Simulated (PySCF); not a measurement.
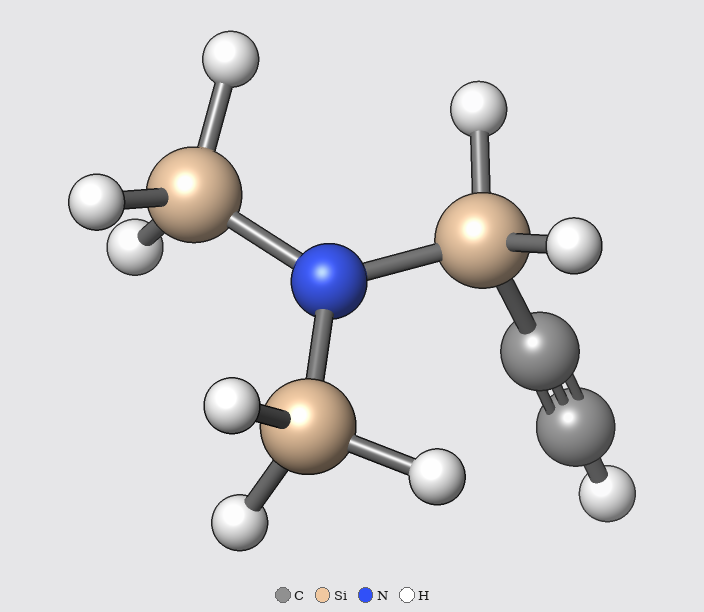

Computed geometry: PBE0-D3(BJ)/def2-SVP optimisation. No frequency run is at hand to confirm it as a minimum.

Give the structural formula.

SMILES: C#C[SiH2]N([SiH3])[SiH3]

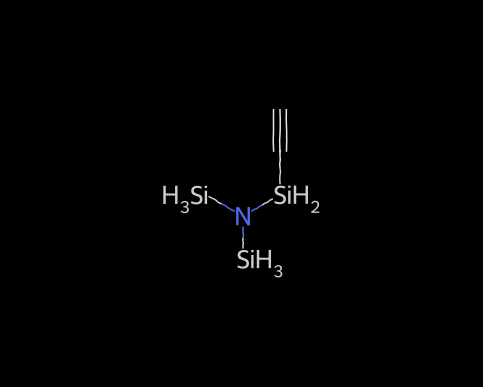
